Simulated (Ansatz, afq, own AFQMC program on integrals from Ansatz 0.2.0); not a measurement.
# CuCl (singlet): AFQMC on the coupled-cluster ladder, def2-SVP

Aim: compute CuCl (singlet) with auxiliary-field quantum Monte Carlo on the same integrals as coupled cluster, and set the energies side by side.

Computed with Ansatz 0.2.0, Gaussian basis, and an in-house AFQMC program (afq) on its integrals; all values are calculated. Level: def2-SVP, frozen cores.

Plan: PBE (unrestricted); r2SCAN (unrestricted); PBE0 (unrestricted); B3LYP (unrestricted); wB97M-V (unrestricted); B2PLYP (unrestricted); CCSD(T) on RHF; CCSDT(Q) on RHF; Phaseless AFQMC, CISD trial on RHF; Phaseless AFQMC, single-determinant trial on RHF; UHF.

1 further run of the same task is left out (it didn't finish).

## 1. The system

The geometry is a PBE0/def2-TZVP stationary point (not a proven minimum).

2 atoms, charge 0, spin multiplicity 1.

Atoms are counted from 1 here; the program's logs count them from 0.

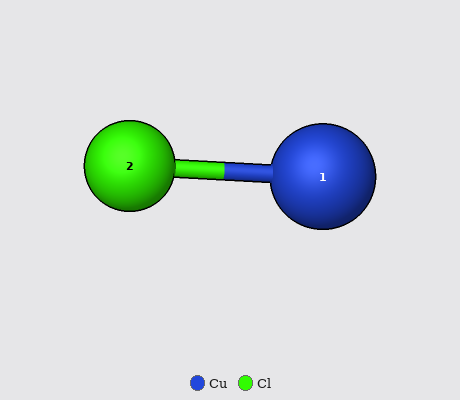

The structure; copper blue, chlorine green; atoms are numbered from 1 in the order of the file.

## 2. PBE (unrestricted)

The input, in.yaml:

```yaml
crystal:
  periodic: [false, false, false]
  atoms:
    - {symbol: Cu, position_ang: [0.000000, 0.000000, 0.000000]}
    - {symbol: Cl, position_ang: [0.000000, 0.000000, 2.075895]}
basis:
  gaussian: {orbitals: def2-SVP}
magnetization: {spin_polarized: true, initial_magnetization: 0}
hamiltonian: {xc: {name: PBE}}
output: {orbitals: {seedname: orbitals}}
```

Run with:

```
ansatz run in.yaml --threads 1 --pin off --events-out ev --progress --plain --max-ram 1843MiB
```

The program printed:

```text
Functional definition: PBE
  name "PBE"
  cite "Perdew, Burke & Ernzerhof, Phys. Rev. Lett. 77, 3865 (1996) doi:10.1103/PhysRevLett.77.3865"
  parent pbe
  parameter kappa = 0.804
  parameter beta = 0.06672455060314922
  exchange = pbe_x(kappa = kappa, mu = beta*pi^2/3)
  correlation = pbe_c(beta = beta)
579 factors; their error is unknown
mean field evaluation 1: about -57138.9820 eV, gradient 2.9e1 eV
mean field evaluation 2: about -57064.6293 eV, gradient 1.5e2 eV
mean field evaluation 4: about -57141.4225 eV, gradient 6.9e0 eV
mean field evaluation 8: about -57141.6882 eV, gradient 1.1e-1 eV
mean field evaluation 16: about -57137.8555 eV, gradient 2.3e1 eV
mean field evaluation 32: about -57139.8676 eV, gradient 1.5e1 eV
mean field -57141.68825703 eV, -2099.9183114185 hartree, gradient 4.2e-5 eV, S^2 0.000000; 5 other end points of the search recorded, 0 dependent functions left out
reference -57141.68830725 eV, -2099.9183132639 hartree; 23, 23 occupied and 26, 26 virtual orbitals, 579 factors
Total energy: -57141.68830725 eV, -2099.9183132639 hartree
```

Run time: 2.6 s. Hardware: 1 thread of Intel Xeon Platinum 8488C, shared host.

From the report: ⟨S²⟩ of the determinant 0.000 (pure singlet: 0.00).

## 3. r2SCAN (unrestricted)

Edit in.yaml of step 2 so:

```diff
@@ -8,3 +8,2 @@
 magnetization: {spin_polarized: true, initial_magnetization: 0}
-hamiltonian: {xc: {name: PBE}}
-output: {orbitals: {seedname: orbitals}}
+hamiltonian: {xc: {name: r2SCAN}}
```

Same command.

The program printed:

```text
Functional definition: r2SCAN
  name "r2SCAN"
  cite "Furness, Kaplan, Ning, Perdew & Sun, J. Phys. Chem. Lett. 11, 8208 (2020) doi:10.1021/acs.jpclett.0c02405"
  cite "Furness, Kaplan, Ning, Perdew & Sun, J. Phys. Chem. Lett. 11, 9248 (2020) doi:10.1021/acs.jpclett.0c03077"
  parent r2scan
  parameter k0 = 0.174
  parameter k1 = 0.065
  parameter a1 = 4.9479
  exchange = r2scan_x(k0 = k0, k1 = k1, a1 = a1)
  correlation = r2scan_c
579 factors; their error is unknown
mean field evaluation 1: about -57149.4810 eV, gradient 3.1e1 eV
mean field evaluation 2: about -57084.4749 eV, gradient 1.5e2 eV
mean field evaluation 4: about -57152.2989 eV, gradient 6.1e0 eV
mean field evaluation 8: about -57152.5010 eV, gradient 9.7e-2 eV
mean field evaluation 16: about -57150.7647 eV, gradient 1.5e1 eV
mean field -57152.50104385 eV, -2100.3156740050 hartree, gradient 2.1e-5 eV, S^2 0.000000; 1 other end points of the search recorded, 0 dependent functions left out
reference -57152.50107002 eV, -2100.3156749666 hartree; 23, 23 occupied and 26, 26 virtual orbitals, 579 factors
Total energy: -57152.50107002 eV, -2100.3156749666 hartree
```

Run time: 2.5 s. Hardware: 1 thread of Intel Xeon Platinum 8488C, shared host.

From the report: ⟨S²⟩ of the determinant 0.000 (pure singlet: 0.00).

## 4. PBE0 (unrestricted)

Edit in.yaml of step 3 so:

```diff
@@ -8,2 +8,3 @@
 magnetization: {spin_polarized: true, initial_magnetization: 0}
-hamiltonian: {xc: {name: r2SCAN}}
+hamiltonian: {xc: {name: PBE0}}
+output: {orbitals: {seedname: orbitals}}
```

The command is unchanged.

The program printed:

```text
Functional definition: PBE0
  name "PBE0"
  cite "Adamo & Barone, J. Chem. Phys. 110, 6158 (1999) doi:10.1063/1.478522"
  cite "Perdew, Burke & Ernzerhof, Phys. Rev. Lett. 77, 3865 (1996) doi:10.1103/PhysRevLett.77.3865"
  parent pbe
  parameter a = 0.25
  parameter kappa = 0.804
  parameter beta = 0.06672455060314922
  exchange = (1 - a)*pbe_x(kappa = kappa, mu = beta*pi^2/3) + a*exact_x
  correlation = pbe_c(beta = beta)
506 factors; integrals over basis functions are off by at most 1.3e-3 eV
mean field evaluation 1: about -57140.0496 eV, gradient 3.1e1 eV
mean field evaluation 2: about -57109.8250 eV, gradient 1.1e2 eV
mean field evaluation 4: about -57142.8840 eV, gradient 3.4e0 eV
mean field evaluation 8: about -57142.9998 eV, gradient 8.6e-2 eV
mean field evaluation 16: about -57142.9998 eV, gradient 8.0e-6 eV
mean field -57142.99984100 eV, -2099.9665112402 hartree, gradient 8.4e-6 eV, S^2 0.000000; 1 other end points of the search recorded, 0 dependent functions left out
reference -57142.99988318 eV, -2099.9665127903 hartree; 23, 23 occupied and 26, 26 virtual orbitals, 506 factors
Total energy: -57142.99988318 eV, -2099.9665127903 hartree
```

Run time: 1.8 s. Hardware: 1 thread of Intel Xeon Platinum 8488C, shared host.

From the report: ⟨S²⟩ of the determinant 0.000 (pure singlet: 0.00).

## 5. B3LYP (unrestricted)

Edit in.yaml of step 4 so:

```diff
@@ -8,3 +8,2 @@
 magnetization: {spin_polarized: true, initial_magnetization: 0}
-hamiltonian: {xc: {name: PBE0}}
-output: {orbitals: {seedname: orbitals}}
+hamiltonian: {xc: {name: B3LYP}}
```

The command is unchanged.

The program printed, shortened:

```text
Functional definition: B3LYP
  name "B3LYP"
  cite "Stephens, Devlin, Chabalowski & Frisch, J. Phys. Chem. 98, 11623 (1994) doi:10.1021/j100096a001"
  cite "Becke, Phys. Rev. A 38, 3098 (1988) doi:10.1103/PhysRevA.38.3098"
  cite "Lee, Yang & Parr, Phys. Rev. B 37, 785 (1988) doi:10.1103/PhysRevB.37.785"
  cite "Vosko, Wilk & Nusair, Can. J. Phys. 58, 1200 (1980) doi:10.1139/p80-159"
[...]
506 factors; integrals over basis functions are off by at most 1.3e-3 eV
[...]
mean field -57155.37729249 eV, -2100.4213741927 hartree, gradient 6.7e-6 eV, S^2 0.000000; 1 other end points of the search recorded, 0 dependent functions left out
reference -57155.37750864 eV, -2100.4213821363 hartree; 23, 23 occupied and 26, 26 virtual orbitals, 506 factors
Total energy: -57155.37750864 eV, -2100.4213821363 hartree
```

It took 1.7 s on 1 thread of Intel Xeon Platinum 8488C, shared host.

From the report: ⟨S²⟩ of the determinant 0.000 (pure singlet: 0.00).

## 6. wB97M-V (unrestricted)

Edit in.yaml of step 5 so:

```diff
@@ -8,2 +8,3 @@
 magnetization: {spin_polarized: true, initial_magnetization: 0}
-hamiltonian: {xc: {name: B3LYP}}
+hamiltonian: {xc: {name: wB97M-V}}
+output: {orbitals: {seedname: orbitals}}
```

The command is unchanged.

The program printed, shortened:

```text
Functional definition: wB97M-V
  name "wB97M-V"
  cite "Mardirossian & Head-Gordon, J. Chem. Phys. 144, 214110 (2016) doi:10.1063/1.4952647"
  cite "Becke, J. Chem. Phys. 107, 8554 (1997) doi:10.1063/1.475007"
  cite "Vydrov & Van Voorhis, J. Chem. Phys. 133, 244103 (2010) doi:10.1063/1.3521275"
  # Of w^i u^j: cxij and so on, Table III.
[...]
  gx(w, u) = 1 - cx + cx01*u + cx10*w
  gss(w, u) = css00 + css04*u^4 + css10*w + css20*w^2 + css43*w^4*u^3
  gos(w, u) = cos00 + cos10*w + (cos20 + cos21*u)*w^2 + (cos60 + cos61*u)*w^6
[...]
      + integral(e_c_pw_mod_opposite_spin*gos(b97_w_opposite, b97_u_opposite)) + vv10(b, c)
506 factors; integrals over basis functions are off by at most 1.3e-3 eV
85 factors; integrals over basis functions are off by at most 1.2e-4 eV
[...]
mean field -57150.79129743 eV, -2100.2528419830 hartree, gradient 3.9e-5 eV, S^2 0.000000; 0 other end points of the search recorded, 0 dependent functions left out
reference -57150.79135868 eV, -2100.2528442338 hartree; 23, 23 occupied and 26, 26 virtual orbitals, 506 factors
Total energy: -57150.79135868 eV, -2100.2528442338 hartree
```

Wall time 6 s (1 thread of Intel Xeon Platinum 8488C, shared host); peak memory 0.25 GiB.

From the report: ⟨S²⟩ of the determinant 0.000 (pure singlet: 0.00).

## 7. B2PLYP (unrestricted)

Edit in.yaml of step 6 so:

```diff
@@ -8,3 +8,3 @@
 magnetization: {spin_polarized: true, initial_magnetization: 0}
-hamiltonian: {xc: {name: wB97M-V}}
-output: {orbitals: {seedname: orbitals}}
+hamiltonian: {xc: {name: B2PLYP}}
+correlation: {electrons: outside_noble_gas}
```

Same command.

The program printed, shortened:

```text
Functional definition: B2PLYP
  name "B2PLYP"
  cite "Grimme, J. Chem. Phys. 124, 034108 (2006) doi:10.1063/1.2148954"
  cite "Becke, Phys. Rev. A 38, 3098 (1988) doi:10.1103/PhysRevA.38.3098"
  cite "Lee, Yang & Parr, Phys. Rev. B 37, 785 (1988) doi:10.1103/PhysRevB.37.785"
[...]
506 factors; integrals over basis functions are off by at most 1.3e-3 eV
[...]
mean field -57136.75607970 eV, -2099.7370572449 hartree, gradient 8.6e-6 eV, S^2 0.000000; 0 other end points of the search recorded, 0 dependent functions left out
14 core orbitals not correlated: weight in the atoms' cores, before any rotation towards them, 1.000 or more for the frozen orbitals, at most 0.000 for the correlated occupied ones
reference -57136.75621023 eV, -2099.7370620416 hartree; 9, 9 occupied and 26, 26 virtual orbitals, 506 factors
second order -14.24248011 eV of doubles, -0.00000000 eV of singles
Total energy: -57140.60167986 eV, -2099.8783804440 hartree
```

Wall time 1.8 s (1 thread of Intel Xeon Platinum 8488C, shared host).

From the report: ⟨S²⟩ of the determinant 0.000 (pure singlet: 0.00).

## 8. CCSD(T) on RHF

The input, in.yaml:

```yaml
crystal:
  periodic: [false, false, false]
  atoms:
    - {symbol: Cu, position_ang: [0.000000, 0.000000, 0.000000]}
    - {symbol: Cl, position_ang: [0.000000, 0.000000, 2.075895]}
basis:
  gaussian: {orbitals: def2-SVP}
magnetization: {spin_polarized: false}
correlation: {method: ccsd_t, electrons: outside_noble_gas, hamiltonian_folder: ham}
```

The command is unchanged.

The program printed, shortened:

```text
Functional definition: HF
  name "HF"
  cite "Fock, Z. Phys. 61, 126 (1930) doi:10.1007/BF01340294"
  parent pbe
[...]
506 factors; integrals over basis functions are off by at most 1.3e-3 eV
[...]
mean field -57092.22225886 eV, -2098.1004695151 hartree, gradient 2.3e-6 eV, S^2 0.000000; 1 other end points of the search recorded, 0 dependent functions left out
14 core orbitals not correlated: weight in the atoms' cores, before any rotation towards them, 1.000 or more for the frozen orbitals, at most 0.000 for the correlated occupied ones
reference -57092.22225886 eV, -2098.1004695151 hartree; 9, 9 occupied and 26, 26 virtual orbitals, 506 factors
second order -11.70655002 eV of doubles, -0.00000000 eV of singles
cycle   1  -10.60361964 eV  change     1.1e0 eV  update   1.2e-1
[...]
cycle  13  -11.10757032 eV  change   -2.2e-5 eV  update   8.9e-6
perturbative correction -0.37664506 eV, -0.0138414508 hartree
Total energy: -57103.70647425 eV, -2098.5225066461 hartree
```

Run time: 0.78 s. Hardware: 1 thread of Intel Xeon Platinum 8488C, shared host.

From the report: correlation -11.4842 eV; T1 0.028; largest double amplitude 0.03.

This run also writes the integrals to the folder ham.

## 9. CCSDT(Q) on RHF

Edit in.yaml of step 8 so:

```diff
@@ -8,2 +8,2 @@
 magnetization: {spin_polarized: false}
-correlation: {method: ccsd_t, electrons: outside_noble_gas, hamiltonian_folder: ham}
+correlation: {method: ccsdt_q, electrons: outside_noble_gas}
```

The command is unchanged.

The program printed, shortened:

```text
Functional definition: HF
  name "HF"
  cite "Fock, Z. Phys. 61, 126 (1930) doi:10.1007/BF01340294"
  parent pbe
[...]
843 factors; integrals over basis functions are off by at most 1.1e-7 eV
[...]
mean field -57092.22264985 eV, -2098.1004838834 hartree, gradient 2.4e-6 eV, S^2 0.000000; 1 other end points of the search recorded, 0 dependent functions left out
14 core orbitals not correlated: weight in the atoms' cores, before any rotation towards them, 1.000 or more for the frozen orbitals, at most 0.000 for the correlated occupied ones
reference -57092.22264985 eV, -2098.1004838834 hartree; 9, 9 occupied and 26, 26 virtual orbitals, 843 factors
second order -11.70661140 eV of doubles, -0.00000000 eV of singles
cycle   1  -10.60363854 eV  change     1.1e0 eV  update   1.3e-1
[...]
cycle  20  -11.48120935 eV  change    5.5e-7 eV  update   1.5e-6
perturbative correction 0.04206632 eV, 0.0015459088 hartree
Total energy: -57103.66179287 eV, -2098.5208646358 hartree
```

Wall time 11 s (1 thread of Intel Xeon Platinum 8488C, shared host); peak memory 0.26 GiB.

From the report: correlation -11.4391 eV; T1 0.025; largest double amplitude 0.03.

## 10. Phaseless AFQMC, CISD trial on RHF

It reads the integrals that the CCSD(T) run on this determinant wrote.

Run with:

```
afq ham --method phaseless --trial cisd --walkers 60 --populations 1 --least-time 40 --time-step 0.005 --steps-per-block 50 --equilibration-blocks 40 --max-blocks 300 --target-error 0.00051 --factor-cut 1e-05 --seed 97 --release-times 0.24,0.5,1,1.5 --release-step 0.02 --release-every 4 --taylor-order 6
```

The program printed:

```text
orbitals 35  electrons 9 9  factors 291 of 506
reference energy -2098.10046952 Eh
CCSD correlation -0.40819540 Eh in 15 cycles, weight of the determinant in the CISD state 0.8787
energy of the start -2098.508665 Eh
 block  time / (1/Eh)  mean weight  energy / Eh
     1     0.250  0.9962  -2098.505159
     2     0.500  0.9952  -2098.511381
     3     0.750  0.9982  -2098.517819
     4     1.000  1.0024  -2098.530325
     5     1.250  1.0025  -2098.520444
     6     1.500  0.9978  -2098.529863
     7     1.750  0.9997  -2098.521915
     8     2.000  0.9966  -2098.518233
     9     2.250  1.0027  -2098.519376
    10     2.500  0.9988  -2098.526618
    17     4.250  1.0006  -2098.526996
    25     6.250  0.9981  -2098.514735
    33     8.250  1.0034  -2098.521824
    41    10.250  1.0062  -2098.521259
    49    12.250  0.9986  -2098.511257
    57    14.250  1.0061  -2098.521074
    65    16.250  1.0000  -2098.534415
    73    18.250  1.0002  -2098.531308
    81    20.250  1.0021  -2098.532732
    89    22.250  0.9954  -2098.517706
    97    24.250  1.0005  -2098.514210
   105    26.250  0.9970  -2098.517497
   113    28.250  1.0030  -2098.529677
   121    30.250  1.0016  -2098.523568
   129    32.250  0.9986  -2098.527978
   137    34.250  0.9994  -2098.507017
   145    36.250  0.9960  -2098.525173
   153    38.250  0.9981  -2098.510804
   161    40.250  0.9948  -2098.536733
   169    42.250  1.0002  -2098.528526
   177    44.250  1.0032  -2098.528098
   185    46.250  1.0014  -2098.501857
   193    48.250  0.9977  -2098.518885
   201    50.250  0.9999  -2098.519593
   209    52.250  1.0006  -2098.545191
   217    54.250  1.0014  -2098.531915
   225    56.250  0.9987  -2098.508168
   233    58.250  1.0016  -2098.523915
   241    60.250  0.9983  -2098.521198
   249    62.250  1.0012  -2098.523696
   257    64.250  0.9981  -2098.509849
   265    66.250  1.0021  -2098.535886
   273    68.250  0.9990  -2098.521859
   281    70.250  1.0050  -2098.544798
   289    72.250  0.9988  -2098.520010
   297    74.250  0.9977  -2098.519899
   305    76.250  0.9984  -2098.523640
   313    78.250  1.0030  -2098.536797
   321    80.250  0.9994  -2098.526831
   329    82.250  0.9993  -2098.534063
   337    84.250  1.0028  -2098.542105
blocks merged  error / Eh  count
     1  0.000652  300
     2  0.000726  150
     4  0.000836  75
     8  0.000999  37
    16  0.001114  18
    32  0.001212  9
released: time / (1/Eh)  energy / Eh  error  mean overlap
  0.24  -2098.523949  0.001327  0.9926
  0.50  -2098.524537  0.001688  0.9903
  1.00  -2098.521278  0.003325  0.9917
  1.50  -2098.526193  0.005469  0.9796
energy -2098.522284 +/- 0.001114 Eh
```

Wall time 4.8 min (1 thread of Intel Xeon Platinum 8488C, shared host).

Energy -57103.7004 ± 0.0303 eV. Caveats: constraint bias not in the error; error above the target.

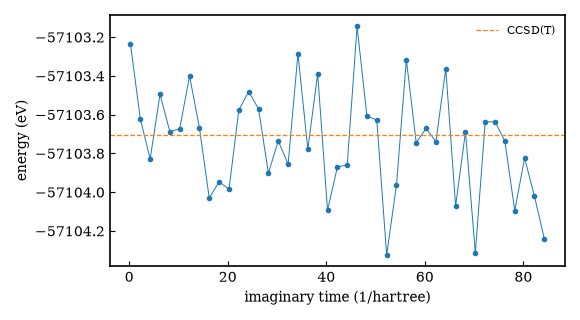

Block energies along the walk.

## 11. Phaseless AFQMC, single-determinant trial on RHF

It reads the integrals that the CCSD(T) run on this determinant wrote.

Run with:

```
afq ham --method phaseless --trial hf --walkers 120 --populations 1 --least-time 40 --time-step 0.005 --steps-per-block 20 --equilibration-blocks 160 --max-blocks 600 --target-error 0.0015300000000000001 --factor-cut 1e-05 --seed 994 --taylor-order 6
```

The program printed:

```text
orbitals 35  electrons 9 9  factors 291 of 506
reference energy -2098.10046952 Eh
CCSD correlation -0.40819540 Eh in 15 cycles, weight of the determinant in the CISD state 0.8787
energy of the start -2098.100470 Eh
 block  time / (1/Eh)  mean weight  energy / Eh
     1     0.100  1.0020  -2098.257900
     2     0.200  1.0041  -2098.316530
     3     0.300  1.0054  -2098.369628
     4     0.400  1.0012  -2098.426160
     5     0.500  1.0025  -2098.468174
     6     0.600  1.0013  -2098.444901
     7     0.700  1.0052  -2098.504333
     8     0.800  1.0023  -2098.494890
     9     0.900  0.9986  -2098.512075
    10     1.000  1.0001  -2098.517052
    20     2.000  1.0002  -2098.520387
    39     3.900  0.9985  -2098.496179
    58     5.800  0.9983  -2098.573518
    77     7.700  0.9989  -2098.553536
    96     9.600  0.9995  -2098.560948
   115    11.500  0.9980  -2098.541634
   134    13.400  1.0001  -2098.534499
   153    15.300  1.0006  -2098.568869
   172    17.200  1.0005  -2098.477291
   191    19.100  1.0009  -2098.589070
   210    21.000  0.9995  -2098.561600
   229    22.900  0.9963  -2098.518269
   248    24.800  1.0074  -2098.615643
   267    26.700  1.0024  -2098.616220
   286    28.600  1.0012  -2098.526996
   305    30.500  1.0014  -2098.488957
   324    32.400  1.0034  -2098.580693
   343    34.300  1.0018  -2098.523527
   362    36.200  0.9962  -2098.494538
   381    38.100  0.9999  -2098.510844
   400    40.000  0.9947  -2098.454976
   419    41.900  1.0030  -2098.576224
   438    43.800  1.0004  -2098.539054
   457    45.700  0.9961  -2098.566806
   476    47.600  1.0004  -2098.543448
   495    49.500  0.9989  -2098.576773
   514    51.400  1.0007  -2098.550766
   533    53.300  1.0021  -2098.544402
   552    55.200  1.0015  -2098.528645
   571    57.100  1.0007  -2098.503212
   590    59.000  1.0024  -2098.537148
   609    60.900  1.0009  -2098.528636
   628    62.800  1.0052  -2098.573910
   647    64.700  0.9944  -2098.531395
   666    66.600  0.9957  -2098.513714
   685    68.500  1.0075  -2098.593695
   704    70.400  1.0011  -2098.524392
   723    72.300  0.9994  -2098.593600
   742    74.200  1.0018  -2098.603841
blocks merged  error / Eh  count
     1  0.001534  600
     2  0.001935  300
     4  0.002410  150
     8  0.002708  75
    16  0.002488  37
    32  0.002855  18
    64  0.003044  9
energy -2098.540911 +/- 0.002855 Eh
```

Wall time 3.1 min (1 thread of Intel Xeon Platinum 8488C, shared host).

Energy -57104.2073 ± 0.0777 eV. Caveats: constraint bias not in the error; error above the target.

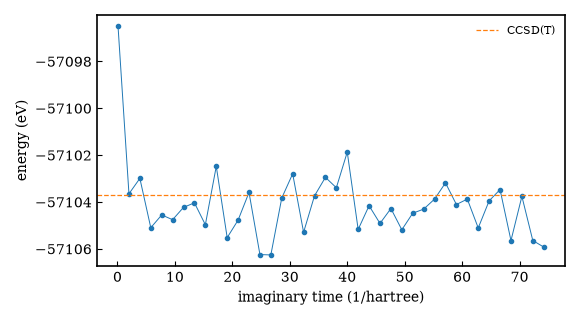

Block energies along the walk.

## 12. UHF

The input, in.yaml:

```yaml
crystal:
  periodic: [false, false, false]
  atoms:
    - {symbol: Cu, position_ang: [0.000000, 0.000000, 0.000000]}
    - {symbol: Cl, position_ang: [0.000000, 0.000000, 2.075895]}
basis:
  gaussian: {orbitals: def2-SVP}
magnetization: {spin_polarized: true, initial_magnetization: 0}
hamiltonian: {xc: hf}
output: {orbitals: {seedname: orbitals}}
```

Run with:

```
ansatz run in.yaml --threads 1 --pin off --events-out ev --progress --plain --max-ram 1843MiB
```

The program printed:

```text
Functional definition: HF
  name "HF"
  cite "Fock, Z. Phys. 61, 126 (1930) doi:10.1007/BF01340294"
  parent pbe
  exchange = exact_x
  correlation = 0
506 factors; integrals over basis functions are off by at most 1.3e-3 eV
mean field evaluation 1: about -57089.0442 eV, gradient 3.2e1 eV
mean field evaluation 2: about -57089.1318 eV, gradient 3.2e1 eV
mean field evaluation 4: about -57092.1701 eV, gradient 1.2e0 eV
mean field evaluation 8: about -57092.2221 eV, gradient 5.8e-2 eV
mean field evaluation 16: about -57088.6958 eV, gradient 2.3e1 eV
mean field evaluation 32: about -57089.8709 eV, gradient 1.5e1 eV
mean field evaluation 64: about -57091.5799 eV, gradient 2.4e-5 eV
mean field -57092.22225886 eV, -2098.1004695151 hartree, gradient 1.7e-5 eV, S^2 0.000000; 3 other end points of the search recorded, 0 dependent functions left out
reference -57092.22225886 eV, -2098.1004695151 hartree; 23, 23 occupied and 26, 26 virtual orbitals, 506 factors
Total energy: -57092.22225886 eV, -2098.1004695151 hartree
```

Wall time 1.4 s (1 thread of Intel Xeon Platinum 8488C, shared host).

From the report: ⟨S²⟩ of the determinant 0.000 (pure singlet: 0.00).

## 13. AFQMC on the ladder

On the RHF determinant, counted from CCSD(T) (a yardstick, not exact):

```tsv
level	energy (eV)	from CCSD(T) (kcal/mol)	statistical error (kcal/mol)	time
HF	-57092.2223	+264.83		
MP2	-57103.9288	-5.13		
CCSD	-57103.3298	+8.69		
CCSD(T)	-57103.7065	0.00		
Phaseless AFQMC, CISD trial, step 0.005, 60 walkers	-57103.7004	+0.14	0.70	4.8 min
Phaseless AFQMC, single-determinant trial, step 0.005, 120 walkers	-57104.2073	-11.55	1.79	3.1 min
```

The functionals' totals stand on their own zeros and serve differences with other points: PBE -57141.688 eV; r2SCAN -57152.501 eV; PBE0 -57143.000 eV; B3LYP -57155.378 eV; wB97M-V -57150.791 eV; B2PLYP -57140.602 eV.

## 14. Summary of results

| quantity | value |
| --- | --- |
| Phaseless AFQMC, CISD trial on RHF from CCSD(T) | +0.14 ± 0.70 kcal/mol |
| Phaseless AFQMC, single-determinant trial on RHF from CCSD(T) | -11.55 ± 1.79 kcal/mol |

In words: On RHF the phaseless walk with the CISD trial lies +0.14 kcal/mol from CCSD(T), within three error bars. A single-determinant trial moves the result by -11.69 kcal/mol. Error bars are statistical and leave out the constraint, the time step and what remains of the start.
